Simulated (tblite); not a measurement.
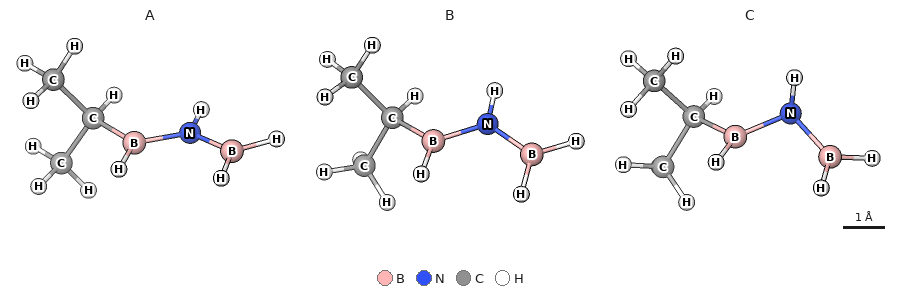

3 geometries from one relaxation of C$_{3}$H$_{11}$B$_{2}$N, in shuffled order. The picture is a ball-and-stick view, seen at a tilt.

These are results of tblite, GFN2-xTB geometry optimisation, gas phase, not measurements. 

Order the frames from highest to lowest energy.

C, B, A. They are steps 0, 23, 94, at +208.0 kJ/mol, +17.7 kJ/mol relative to the last. The energy falls by 208.0 kJ/mol in 94 geometry steps. An H atom moves most after the best rigid fit: 1.54 Å. By element the largest moves are H 1.54 Å, N 0.48 Å, B 0.40 Å, C 0.16 Å. Near-neighbour distances that change, for instance: B–N 1.521 → 1.407 Å, B–N 1.491 → 1.412 Å, C–H 1.127 → 1.087 Å, B–H 1.196 → 1.168 Å. Among the angles between lasting bonds that change: B–N–B 108.3° → 128.4°, N–B–H 126.3° → 118.6°, H–C–H 115.3° → 108.4°. Groups turn about C–C by about 45°.
